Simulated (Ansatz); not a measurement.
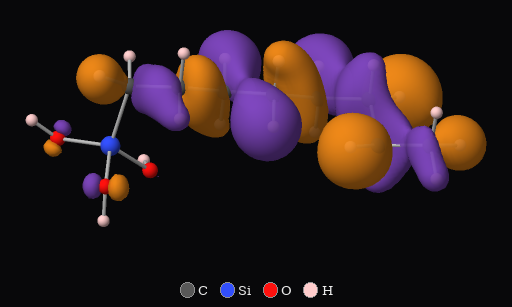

C8H20O3Si (SMILES CCCCCCCC[Si](O)(O)O). The HOMO−1 at ±0.06 Å⁻³ᐟ² (orange and purple are the two phases), seen at a tilt.

Geometry: PBE-D4/def2-SVP; not at a stationary point (largest force 1.1 eV/Å).

Level of theory: RKS PBE0-D4/def2-TZVP in Ansatz 0.2.0.

```yaml
atoms:
  - { symbol: C, position_ang: [-4.9370, 0.6482, -1.2534] }
  - { symbol: C, position_ang: [-3.4211, 0.4889, -1.1287] }
  - { symbol: C, position_ang: [-2.9924, -0.9291, -0.7317] }
  - { symbol: C, position_ang: [-1.4756, -1.1490, -0.6557] }
  - { symbol: C, position_ang: [-0.7605, -0.3529, 0.4415] }
  - { symbol: C, position_ang: [0.7408, -0.6384, 0.5231] }
  - { symbol: C, position_ang: [1.4570, 0.1537, 1.6227] }
  - { symbol: C, position_ang: [2.9758, -0.0968, 1.6807] }
  - { symbol: Si, position_ang: [3.9659, 0.6113, 0.2540] }
  - { symbol: O, position_ang: [5.5828, 0.1546, 0.3556] }
  - { symbol: O, position_ang: [3.7157, 2.2641, 0.3292] }
  - { symbol: O, position_ang: [3.5108, 0.1224, -1.2861] }
  - { symbol: H, position_ang: [-5.2214, 1.6805, -1.5424] }
  - { symbol: H, position_ang: [-5.4469, 0.4181, -0.2940] }
  - { symbol: H, position_ang: [-5.3545, -0.0401, -2.0187] }
  - { symbol: H, position_ang: [-2.9344, 0.7569, -2.0937] }
  - { symbol: H, position_ang: [-3.0344, 1.2208, -0.3862] }
  - { symbol: H, position_ang: [-3.4511, -1.1874, 0.2508] }
  - { symbol: H, position_ang: [-3.4262, -1.6490, -1.4613] }
  - { symbol: H, position_ang: [-1.0178, -0.9023, -1.6410] }
  - { symbol: H, position_ang: [-1.2758, -2.2321, -0.4974] }
  - { symbol: H, position_ang: [-0.9095, 0.7375, 0.2779] }
  - { symbol: H, position_ang: [-1.2363, -0.5755, 1.4245] }
  - { symbol: H, position_ang: [0.9000, -1.7279, 0.6972] }
  - { symbol: H, position_ang: [1.2171, -0.4226, -0.4584] }
  - { symbol: H, position_ang: [1.2737, 1.2406, 1.4732] }
  - { symbol: H, position_ang: [0.9996, -0.0980, 2.6056] }
  - { symbol: H, position_ang: [3.1885, -1.1870, 1.7517] }
  - { symbol: H, position_ang: [3.4005, 0.3521, 2.6068] }
  - { symbol: H, position_ang: [5.9776, 0.2549, 1.2389] }
  - { symbol: H, position_ang: [3.9923, 2.7396, -0.4738] }
  - { symbol: H, position_ang: [3.9969, -0.6556, -1.6109] }
```

Question: Describe this orbital and give its energy.

Answer: It lies mainly on C5 (about 15 %), C3 (about 10 %), C4 (about 10 %), C2 (about 10 %), H19 (about 10 %) and C6 (about 5 %). Its energy is −8.52 eV.
